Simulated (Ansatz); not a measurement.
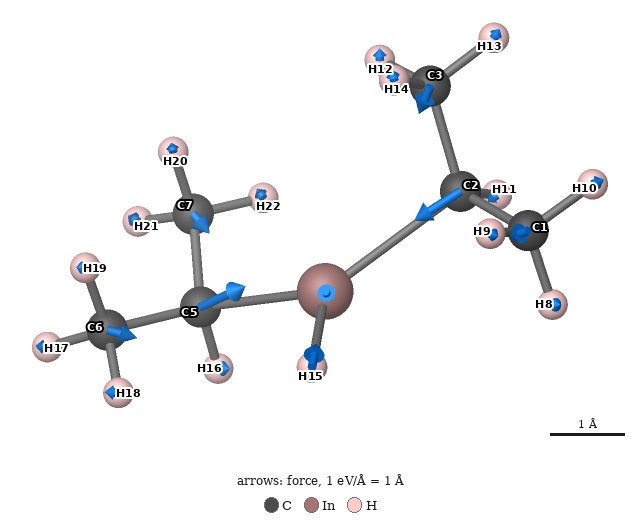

Starting geometry of C$_{6}$H$_{15}$In with the computed forces as blue arrows. The picture is a ball-and-stick view, seen from a free direction.

The start comes from GFN2-xTB.

All numbers below come from RKS PBE0-D4/def2-TZVP in Ansatz 0.2.0.

Input
```yaml
crystal:
  periodic: [false, false, false]
  atoms:
    - {symbol: C, position_ang: [0.370760, -2.800500, -1.610590]}
    - {symbol: C, position_ang: [0.956890, -1.553240, -0.970240]}
    - {symbol: C, position_ang: [1.767300, -1.881090, 0.276360]}
    - {symbol: In, position_ang: [-0.816260, -0.187220, -0.428420]}
    - {symbol: C, position_ang: [-0.888300, 2.034590, 0.186240]}
    - {symbol: C, position_ang: [-2.015880, 2.200260, 1.192480]}
    - {symbol: C, position_ang: [0.464620, 2.455240, 0.737940]}
    - {symbol: H, position_ang: [-0.153710, -2.546340, -2.535010]}
    - {symbol: H, position_ang: [-0.345560, -3.274430, -0.934850]}
    - {symbol: H, position_ang: [1.151490, -3.528820, -1.844670]}
    - {symbol: H, position_ang: [1.602000, -1.034260, -1.687860]}
    - {symbol: H, position_ang: [2.153320, -0.969080, 0.738040]}
    - {symbol: H, position_ang: [2.617340, -2.522480, 0.028330]}
    - {symbol: H, position_ang: [1.151210, -2.405380, 1.009510]}
    - {symbol: H, position_ang: [-2.420540, -1.021700, -0.423210]}
    - {symbol: H, position_ang: [-1.112980, 2.630790, -0.705370]}
    - {symbol: H, position_ang: [-2.180260, 3.254370, 1.430380]}
    - {symbol: H, position_ang: [-2.946130, 1.790900, 0.789110]}
    - {symbol: H, position_ang: [-1.785760, 1.672370, 2.120180]}
    - {symbol: H, position_ang: [0.699010, 1.902610, 1.649900]}
    - {symbol: H, position_ang: [0.477870, 3.521940, 0.975260]}
    - {symbol: H, position_ang: [1.253570, 2.261470, 0.006480]}
basis:
  gaussian: {orbitals: def2-TZVP}
hamiltonian: {xc: pbe0, dispersion: d4}
relax: {f_tol: 0.005, max_steps: 150}
```

Launched with:
```bash
ansatz run in.yaml --threads 4 --pin off --events-out ev --progress --plain --max-ram 66560MiB --backend cuda --devices 0, --max-vram 37GiB
```

> What follows when this structure is relaxed?

It isn't relaxed: the largest force vector, on C5, is 0.91 eV/Å. The final displacements have little in common with the starting forces (cosine between the two patterns 0.19). The largest moves after the best rigid fit, 0.40 Å, are those of H10 and H12. By element the largest moves are H 0.40 Å, C 0.28 Å, In 0.22 Å. Some distances before and after: In4–C5 2.306 → 2.188 Å, C2–In4 2.303 → 2.188 Å, In4–H15 1.808 → 1.745 Å, C1–H10 1.093 → 1.099 Å. Among the angles between lasting bonds that change: C2–In4–C5 131.2° → 120.8°, C1–C2–In4 106.8° → 112.9°, C2–In4–H15 114.2° → 119.6°. The energy falls by 4.94 kcal/mol in 16 accepted moves (17 points after the start). Largest force component: 0.89 eV/Å at the start, 0.0046 eV/Å at the end. The line search rejected the trial step at point 15 of the run. The forces were under the threshold at step 9, but the run went on from there.
